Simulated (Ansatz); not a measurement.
Geometry relaxation of CH4BNO

- system: CH4BNO, SMILES NBC=O
- method: RKS PBE-D4/def2-SVP (Ansatz 0.2.0)

It belongs to a series of runs on one base structure; here: end point A relaxed. Figures and captions count atoms from 1; the log counts them from 0 in places.

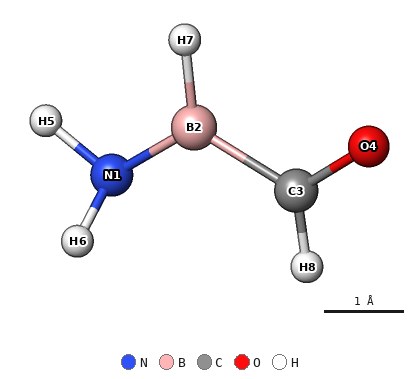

**Figure 1.** The structure as given in the input (ball-and-stick view, seen at a tilt; atoms are numbered from 1 in the order of the input). Bond lengths as drawn: B–C 1.55 Å, B–H 1.21 Å, B–N 1.46 Å, C–H 1.03 Å, C–O 1.31 Å and H–N 1.08 to 1.09 Å.

Results in brief:

| quantity | value |
| --- | --- |
| outcome | converged |
| total energy | −5305.5260 eV |
| mean-field energy | −5305.4201 eV |
| largest force (length of the vector) at the end | 0.012 eV/Å |
| hardware | 1 thread of Arm Neoverse V2, 24 GiB of memory available, shared host |
| wall time | 23 s |
| peak memory | 0.14 GiB |

Input:
```yaml
crystal:
  periodic: [false, false, false]
  atoms:
    - { symbol: "N", position_ang: [-1.0138, 0.6797, -0.5455] }
    - { symbol: B, position_ang: [0.2992, 0.0791, -0.3602] }
    - { symbol: C, position_ang: [0.4602, -1.036, 0.7] }
    - { symbol: O, position_ang: [1.6582, -1.5505, 0.8607] }
    - { symbol: H, position_ang: [-0.9579, 1.4381, -1.3242] }
    - { symbol: H, position_ang: [-1.2905, 1.2518, 0.3234] }
    - { symbol: H, position_ang: [1.2438, 0.4138, -1.0298] }
    - { symbol: H, position_ang: [-0.307, -1.3332, 1.3199] }
basis:
  gaussian: { orbitals: def2-SVP }
hamiltonian:
  xc: pbe
  dispersion: d4
relax:
  f_tol: 0.015
  max_steps: 40
```

Run as:
```bash
ansatz run input.yaml --threads 1 --pin off --max-ram 2048MiB --backend cpu --events-out ev --progress --plain --runs-dir out
```

Log:
```
The last accepted step is kept in [file] (removed where the run ends without a failure and the disk answers)
Engine: ansatz 0.2.0, aarch64-unknown-linux-gnu
Functional definition: PBE
  parameter kappa = 0.804
  parameter beta = 0.06672455060314922
  exchange = pbe_x(kappa = kappa, mu = beta*pi^2/3)
  correlation = pbe_c(beta = beta)
859 factors; their error is unknown
mean field evaluation 1: about -5296.9913 eV, gradient 5.8e1 eV
mean field evaluation 2: about -5275.1614 eV, gradient 1.0e2 eV
mean field evaluation 4: about -5304.1363 eV, gradient 6.5e0 eV
mean field evaluation 8: about -5304.2205 eV, gradient 2.4e-1 eV
mean field evaluation 16: about -5304.1832 eV, gradient 7.4e-5 eV
mean field -5304.18317579 eV, -194.9251364057 hartree, gradient 7.4e-5 eV, S^2 0.000000; 0 other end points of the search recorded, 0 dependent functions left out
the calculation of the forces begins
reference -5304.18320493 eV, -194.9251374768 hartree; 15, 15 occupied and 61, 61 virtual orbitals, 859 factors
relax step   1: F+E_penalty+E_count = -5304.28857731 eV  Δ(F+E_penalty+E_count) = +0.000e0 eV  max|allowed force component| = 7.177e0 eV/Å  Δτ_max = 0.0000 Å  (26 SCF iters, accepted)
these checks for a lower state are left out or cut short: starts, cluster_reference, orbital_swaps, neighbouring_geometries, increment
859 factors; their error is unknown
mean field -5304.76469963 eV, -194.9465070127 hartree, gradient 1.3e-5 eV, S^2 0.000000; 0 other end points of the search recorded, 0 dependent functions left out
the calculation of the forces begins
reference -5304.76472915 eV, -194.9465080976 hartree; 15, 15 occupied and 61, 61 virtual orbitals, 859 factors
relax step   2: F+E_penalty+E_count = -5304.86975228 eV  Δ(F+E_penalty+E_count) = -5.812e-1 eV  max|allowed force component| = 2.858e0 eV/Å  Δτ_max = 0.1947 Å  (34 SCF iters, accepted)
these checks for a lower state are left out or cut short: starts, cluster_reference, orbital_swaps, neighbouring_geometries, increment
859 factors; their error is unknown
mean field evaluation 32: about -5305.0570 eV, gradient 1.8e-5 eV
mean field -5305.05702513 eV, -194.9572497766 hartree, gradient 1.8e-5 eV, S^2 0.000000; 0 other end points of the search recorded, 0 dependent functions left out
the calculation of the forces begins
reference -5305.05705454 eV, -194.9572508574 hartree; 15, 15 occupied and 61, 61 virtual orbitals, 859 factors
relax step   3: F+E_penalty+E_count = -5305.16264655 eV  Δ(F+E_penalty+E_count) = -2.929e-1 eV  max|allowed force component| = 2.148e0 eV/Å  Δτ_max = 0.2000 Å  (35 SCF iters, accepted)
these checks for a lower state are left out or cut short: starts, cluster_reference, orbital_swaps, neighbouring_geometries, increment
859 factors; their error is unknown
mean field -5305.29014302 eV, -194.9658167013 hartree, gradient 1.9e-5 eV, S^2 0.000000; 0 other end points of the search recorded, 0 dependent functions left out
the calculation of the forces begins
reference -5305.29017260 eV, -194.9658177880 hartree; 15, 15 occupied and 61, 61 virtual orbitals, 859 factors
relax step   4: F+E_penalty+E_count = -5305.39505244 eV  Δ(F+E_penalty+E_count) = -2.324e-1 eV  max|allowed force component| = 1.463e0 eV/Å  Δτ_max = 0.1332 Å  (35 SCF iters, accepted)
these checks for a lower state are left out or cut short: starts, cluster_reference, orbital_swaps, neighbouring_geometries, increment
859 factors; their error is unknown
mean field -5305.37888637 eV, -194.9690779591 hartree, gradient 7.0e-6 eV, S^2 0.000000; 0 other end points of the search recorded, 0 dependent functions left out
the calculation of the forces begins
reference -5305.37891601 eV, -194.9690790485 hartree; 15, 15 occupied and 61, 61 virtual orbitals, 859 factors
relax step   5: F+E_penalty+E_count = -5305.48514005 eV  Δ(F+E_penalty+E_count) = -9.009e-2 eV  max|allowed force component| = 5.709e-1 eV/Å  Δτ_max = 0.1999 Å  (30 SCF iters, accepted)
these checks for a lower state are left out or cut short: starts, cluster_reference, orbital_swaps, neighbouring_geometries, increment
859 factors; their error is unknown
mean field -5305.41687883 eV, -194.9704741562 hartree, gradient 2.3e-5 eV, S^2 0.000000; 0 other end points of the search recorded, 0 dependent functions left out
the calculation of the forces begins
reference -5305.41690865 eV, -194.9704752521 hartree; 15, 15 occupied and 61, 61 virtual orbitals, 859 factors
relax step   6: F+E_penalty+E_count = -5305.52268522 eV  Δ(F+E_penalty+E_count) = -3.755e-2 eV  max|allowed force component| = 1.764e-1 eV/Å  Δτ_max = 0.0764 Å  (29 SCF iters, accepted)
these checks for a lower state are left out or cut short: starts, cluster_reference, orbital_swaps, neighbouring_geometries, increment
859 factors; their error is unknown
mean field -5305.41296470 eV, -194.9703303147 hartree, gradient 1.0e-5 eV, S^2 0.000000; 0 other end points of the search recorded, 0 dependent functions left out
the calculation of the forces begins
reference -5305.41299445 eV, -194.9703314081 hartree; 15, 15 occupied and 61, 61 virtual orbitals, 859 factors
relax step   7: F+E_penalty+E_count = -5305.51876987 eV  Δ(F+E_penalty+E_count) = +3.915e-3 eV  max|allowed force component| = 2.099e-1 eV/Å  Δτ_max = 0.0658 Å  (30 SCF iters, rejected (line search))
these checks for a lower state are left out or cut short: starts, cluster_reference, orbital_swaps, neighbouring_geometries, increment
859 factors; their error is unknown
mean field evaluation 64: about -5305.4543 eV, gradient 8.7e-3 eV
mean field -5305.41935911 eV, -194.9705653050 hartree, gradient 2.3e-5 eV, S^2 0.000000; 0 other end points of the search recorded, 0 dependent functions left out
the calculation of the forces begins
reference -5305.41938888 eV, -194.9705663988 hartree; 15, 15 occupied and 61, 61 virtual orbitals, 859 factors
relax step   8: F+E_penalty+E_count = -5305.52530537 eV  Δ(F+E_penalty+E_count) = -2.620e-3 eV  max|allowed force component| = 2.850e-2 eV/Å  Δτ_max = 0.0329 Å  (29 SCF iters, accepted)
these checks for a lower state are left out or cut short: starts, cluster_reference, orbital_swaps, neighbouring_geometries, increment
859 factors; their error is unknown
mean field -5305.41993290 eV, -194.9705863911 hartree, gradient 2.0e-5 eV, S^2 0.000000; 0 other end points of the search recorded, 0 dependent functions left out
the calculation of the forces begins
reference -5305.41996267 eV, -194.9705874853 hartree; 15, 15 occupied and 61, 61 virtual orbitals, 859 factors
relax step   9: F+E_penalty+E_count = -5305.52582743 eV  Δ(F+E_penalty+E_count) = -5.221e-4 eV  max|allowed force component| = 1.530e-2 eV/Å  Δτ_max = 0.0250 Å  (29 SCF iters, accepted)
these checks for a lower state are left out or cut short: starts, cluster_reference, orbital_swaps, neighbouring_geometries, increment
859 factors; their error is unknown
mean field -5305.42005901 eV, -194.9705910258 hartree, gradient 2.0e-5 eV, S^2 0.000000; 0 other end points of the search recorded, 0 dependent functions left out
the calculation of the forces begins
reference -5305.42008876 eV, -194.9705921191 hartree; 15, 15 occupied and 61, 61 virtual orbitals, 859 factors
relax step  10: F+E_penalty+E_count = -5305.52594112 eV  Δ(F+E_penalty+E_count) = -1.137e-4 eV  max|allowed force component| = 1.090e-2 eV/Å  Δτ_max = 0.0165 Å  (29 SCF iters, accepted)
these checks for a lower state are left out or cut short: starts, cluster_reference, orbital_swaps, neighbouring_geometries, increment
859 factors; their error is unknown
mean field -5305.42010032 eV, -194.9705925439 hartree, gradient 1.9e-5 eV, S^2 0.000000; 0 other end points of the search recorded, 0 dependent functions left out
the calculation of the forces begins
reference -5305.42013004 eV, -194.9705936360 hartree; 15, 15 occupied and 61, 61 virtual orbitals, 859 factors
relax step  11: F+E_penalty+E_count = -5305.52596702 eV  Δ(F+E_penalty+E_count) = -2.590e-5 eV  max|allowed force component| = 3.465e-2 eV/Å  Δτ_max = 0.0164 Å  (29 SCF iters, accepted)
these checks for a lower state are left out or cut short: starts, cluster_reference, orbital_swaps, neighbouring_geometries, increment
859 factors; their error is unknown
mean field evaluation 96: about -5305.4201 eV, gradient 2.6e-5 eV
mean field -5305.42010264 eV, -194.9705926290 hartree, gradient 2.6e-5 eV, S^2 0.000000; 0 other end points of the search recorded, 0 dependent functions left out
the calculation of the forces begins
reference -5305.42013236 eV, -194.9705937212 hartree; 15, 15 occupied and 61, 61 virtual orbitals, 859 factors
relax step  12: F+E_penalty+E_count = -5305.52597250 eV  Δ(F+E_penalty+E_count) = -5.477e-6 eV  max|allowed force component| = 9.861e-3 eV/Å  Δτ_max = 0.0016 Å  (22 SCF iters, accepted)
```

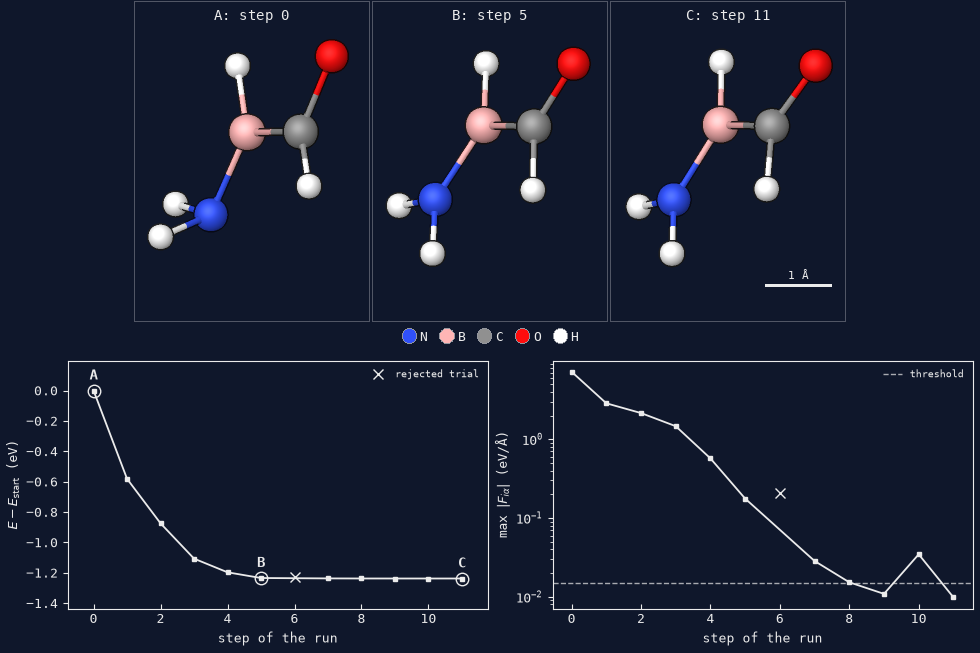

**Figure 2.** Frames of the relaxation (ball-and-stick view, seen at a tilt) above the curves, on which the letters mark them (the first geometry is step 0 here and step 1 in the log).

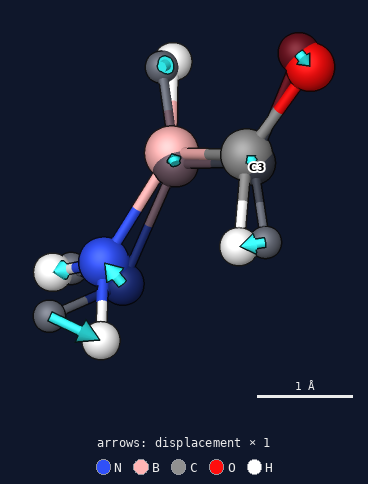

**Figure 3.** Start (faint) and end (solid) with the displacements as teal arrows, at true length (ball-and-stick view, seen at a tilt). The two geometries are laid on each other by the best rigid fit. Over 11 geometry steps the energy falls by 1.237 eV. Largest force component: 7.2 eV/Å at the start, 0.0099 eV/Å at the end. The line search rejected the trial step at point 6 (counted from 0) and went back. The largest move after the best rigid fit is that of H6, 0.60 Å. By element the largest moves are H 0.60 Å, N 0.31 Å, O 0.19 Å, B 0.14 Å, C 0.11 Å. Among the contacts that change: C3–H8 1.030 → 1.150 Å, C3–O4 1.314 → 1.222 Å, N1–H5 1.088 → 1.021 Å, N1–B2 1.456 → 1.394 Å. Among the angles that change: B2–N1–H5 109.4° → 124.1°, B2–N1–H6 110.4° → 122.4°, H5–N1–H6 102.7° → 113.4°. (Atoms are counted from 1 in the order of the input.)

```
859 factors; their error is unknown
mean field -5305.42010264 eV, -194.9705926290 hartree, gradient 2.6e-5 eV, S^2 0.000000; 1 other end points of the search recorded, 0 dependent functions left out
the calculation of the forces begins
reference -5305.42013236 eV, -194.9705937212 hartree; 15, 15 occupied and 61, 61 virtual orbitals, 859 factors
Total energy: -5305.52600222 eV, -194.9744843668 hartree
Atom 0 at    -0.781079     0.870532    -0.466562 Å, force     0.005198    -0.004185    -0.000031 eV/Å
Atom 1 at     0.402129     0.134681    -0.436304 Å, force     0.002588     0.006935    -0.001595 eV/Å
Atom 2 at     0.545932    -0.964657     0.722527 Å, force    -0.004397    -0.009861    -0.005365 eV/Å
Atom 3 at     1.517752    -1.687854     0.881921 Å, force    -0.001835     0.006065     0.001203 eV/Å
Atom 4 at    -0.987553     1.594977    -1.155549 Å, force    -0.000623     0.001699     0.000327 eV/Å
Atom 5 at    -1.533979     0.728822     0.213375 Å, force    -0.001192    -0.001153     0.000236 eV/Å
Atom 6 at     1.274500     0.329758    -1.258023 Å, force    -0.001597    -0.001204     0.000626 eV/Å
Atom 7 at    -0.345503    -1.063460     1.442915 Å, force     0.001858     0.001702     0.004598 eV/Å
Dipole moment:    -0.711675     0.560353    -0.152680 e Å
```

Trajectory as extended XYZ (Å, eV, eV/Å), 12 frames, from step=1 to step=12:
```
8
Properties=species:S:1:pos:R:3:forces:R:3 step=1 energy=-5304.28858
N    -1.0138    0.6797   -0.5455    1.1130   2.9660  -0.1522
B     0.2992    0.0791   -0.3602   -1.1485   0.6393  -0.6832
C     0.4602   -1.0360    0.7000    7.1769  -0.6420  -0.7855
O     1.6582   -1.5505    0.8607   -4.1309   1.4174  -0.3845
H    -0.9579    1.4381   -1.3242   -0.2523  -1.4008   1.3784
H    -1.2905    1.2518    0.3234   -0.2258  -1.4370  -1.1241
H     1.2438    0.4138   -1.0298    0.1224  -0.2123  -0.4112
H    -0.3070   -1.3332    1.3199   -2.6549  -1.3306   2.1622
8
Properties=species:S:1:pos:R:3:forces:R:3 step=2 energy=-5304.86975
N    -0.9589    0.7354   -0.5859    0.9133   1.6702   1.3826
B     0.3239    0.1009   -0.3869   -0.8824   1.0629  -0.0331
C     0.5286   -0.9153    0.8079    2.8579  -2.5205  -1.1569
O     1.6184   -1.5776    0.8500   -2.2224   1.7110   0.3545
H    -0.9255    1.5374   -1.2634   -0.2734  -0.8453   0.4612
H    -1.4094    1.0976    0.3268    0.3042  -1.0581  -1.6521
H     1.2502    0.3291   -1.1461   -0.1576  -0.2452  -0.1159
H    -0.3352   -1.3648    1.3419   -0.5395   0.2251   0.7598
8
Properties=species:S:1:pos:R:3:forces:R:3 step=3 energy=-5305.16265
N    -0.8315    0.7975   -0.5569   -1.5960   2.1478   1.0942
B     0.3892    0.2302   -0.2883    0.6882  -1.6561  -1.3760
C     0.5375   -0.9675    0.7646    0.8684   0.3444   0.0913
O     1.6023   -1.5711    0.8511   -0.1721  -0.1069   0.1291
H    -0.9489    1.5913   -1.2070    0.1991  -0.5117  -0.1479
H    -1.5091    0.9602    0.2211    0.2076  -0.5622  -0.4909
H     1.1876    0.2185   -1.2277    0.1918   0.3819   0.5149
H    -0.3350   -1.3164    1.3872   -0.3870  -0.0372   0.1853
8
Properties=species:S:1:pos:R:3:forces:R:3 step=4 energy=-5305.39505
N    -0.8459    0.8323   -0.5608   -0.2947   0.5206   1.4631
B     0.3647    0.1395   -0.3826   -0.1252  -0.1711  -1.0286
C     0.5315   -0.9901    0.7424    0.7028  -0.1585   0.3194
O     1.5976   -1.5927    0.8838   -0.5159   0.2235  -0.0758
H    -0.9346    1.6484   -1.1781    0.0294  -0.2992  -0.0562
H    -1.5407    0.8863    0.2293    0.5394  -0.2526  -0.9301
H     1.2451    0.2729   -1.2460   -0.2539   0.0184   0.4736
H    -0.3255   -1.2538    1.4563   -0.0820   0.1189  -0.1653
8
Properties=species:S:1:pos:R:3:forces:R:3 step=5 energy=-5305.48514
N    -0.7876    0.8656   -0.4592    0.0155  -0.1144   0.2480
B     0.3817    0.1168   -0.4355   -0.1615  -0.1529   0.2068
C     0.5535   -0.9735    0.7077   -0.1326   0.1943   0.0156
O     1.5786   -1.6086    0.9095   -0.3177  -0.0565   0.1772
H    -0.9502    1.5947   -1.1447   -0.1801   0.2420  -0.1542
H    -1.5244    0.7666    0.2476    0.0064   0.0188  -0.1075
H     1.2348    0.2736   -1.2415    0.4732   0.1931  -0.5709
H    -0.3942   -1.0924    1.3605    0.2967  -0.3243   0.1850
8
Properties=species:S:1:pos:R:3:forces:R:3 step=6 energy=-5305.52268
N    -0.7751    0.8797   -0.4629   -0.0664   0.0385  -0.0142
B     0.3947    0.1205   -0.4469   -0.1764   0.0121   0.1369
C     0.5393   -0.9680    0.7261    0.1024  -0.0731  -0.1052
O     1.5490   -1.6302    0.9176   -0.0066  -0.0054   0.0352
H    -0.9698    1.6197   -1.1397    0.0169  -0.0343  -0.0193
H    -1.5347    0.7504    0.2138    0.0777  -0.0090   0.0054
H     1.2520    0.2977   -1.2849    0.0600  -0.0028  -0.0001
H    -0.3631   -1.1269    1.4212   -0.0076   0.0740  -0.0388
8
Properties=species:S:1:pos:R:3:forces:R:3 step=7 energy=-5305.51877 accepted=F
N    -0.7774    0.8816   -0.4618   -0.0242  -0.0110   0.0467
B     0.3897    0.1221   -0.4423    0.1397  -0.0055  -0.1641
C     0.5416   -0.9809    0.7091   -0.0653   0.1563   0.2099
O     1.5549   -1.6216    0.9411    0.0314  -0.0500  -0.0711
H    -0.9949    1.5888   -1.1658    0.0536   0.0324   0.0536
H    -1.5000    0.7860    0.2570   -0.0798  -0.0487  -0.0374
H     1.2579    0.3033   -1.2739   -0.0440  -0.0314  -0.0182
H    -0.3796   -1.1365    1.3809   -0.0113  -0.0421  -0.0194
8
Properties=species:S:1:pos:R:3:forces:R:3 step=8 energy=-5305.52531
N    -0.7756    0.8757   -0.4618    0.0062  -0.0169  -0.0001
B     0.3991    0.1255   -0.4481   -0.0271   0.0106   0.0195
C     0.5413   -0.9660    0.7194    0.0034  -0.0013  -0.0285
O     1.5372   -1.6452    0.9176   -0.0019  -0.0170   0.0181
H    -0.9840    1.6088   -1.1411   -0.0009  -0.0068  -0.0021
H    -1.5195    0.7343    0.2284   -0.0017   0.0189  -0.0074
H     1.2642    0.3061   -1.2811   -0.0053   0.0023   0.0138
H    -0.3704   -1.0965    1.4110    0.0274   0.0103  -0.0134
8
Properties=species:S:1:pos:R:3:forces:R:3 step=9 energy=-5305.52583
N    -0.7785    0.8728   -0.4637   -0.0113   0.0153  -0.0114
B     0.3997    0.1295   -0.4424    0.0080  -0.0102   0.0056
C     0.5440   -0.9667    0.7196   -0.0032   0.0028   0.0104
O     1.5298   -1.6645    0.9034    0.0017  -0.0039  -0.0058
H    -0.9852    1.6012   -1.1487    0.0033  -0.0048   0.0044
H    -1.5265    0.7358    0.2225   -0.0045  -0.0028   0.0020
H     1.2677    0.3176   -1.2701    0.0014   0.0010  -0.0009
H    -0.3589   -1.0828    1.4237    0.0045   0.0026  -0.0043
8
Properties=species:S:1:pos:R:3:forces:R:3 step=10 energy=-5305.52594
N    -0.7799    0.8716   -0.4652    0.0056  -0.0033  -0.0004
B     0.4009    0.1317   -0.4394   -0.0062   0.0045   0.0002
C     0.5448   -0.9660    0.7212   -0.0023   0.0109  -0.0100
O     1.5241   -1.6757    0.8928    0.0084  -0.0095   0.0022
H    -0.9858    1.5988   -1.1515   -0.0003   0.0001  -0.0009
H    -1.5307    0.7319    0.2175   -0.0006  -0.0004  -0.0001
H     1.2709    0.3234   -1.2643    0.0006  -0.0002   0.0013
H    -0.3520   -1.0728    1.4333   -0.0050  -0.0020   0.0078
8
Properties=species:S:1:pos:R:3:forces:R:3 step=11 energy=-5305.52597
N    -0.7811    0.8705   -0.4666    0.0071  -0.0060   0.0015
B     0.4020    0.1341   -0.4368   -0.0061   0.0028  -0.0027
C     0.5452   -0.9656    0.7219    0.0325  -0.0137   0.0055
O     1.5185   -1.6872    0.8826   -0.0346   0.0215  -0.0051
H    -0.9869    1.5960   -1.1545   -0.0010   0.0018  -0.0006
H    -1.5345    0.7281    0.2128    0.0018  -0.0005  -0.0009
H     1.2744    0.3296   -1.2585   -0.0014  -0.0014   0.0024
H    -0.3454   -1.0628    1.4434    0.0018  -0.0045  -0.0002
8
Properties=species:S:1:pos:R:3:forces:R:3 step=12 energy=-5305.52597
N    -0.7811    0.8705   -0.4666    0.0052  -0.0042   0.0000
B     0.4021    0.1347   -0.4363    0.0026   0.0069  -0.0016
C     0.5459   -0.9647    0.7225   -0.0044  -0.0099  -0.0054
O     1.5178   -1.6879    0.8819   -0.0018   0.0061   0.0012
H    -0.9876    1.5950   -1.1555   -0.0006   0.0017   0.0003
H    -1.5340    0.7288    0.2134   -0.0012  -0.0012   0.0002
H     1.2745    0.3298   -1.2580   -0.0016  -0.0012   0.0006
H    -0.3455   -1.0635    1.4429    0.0019   0.0017   0.0046
```
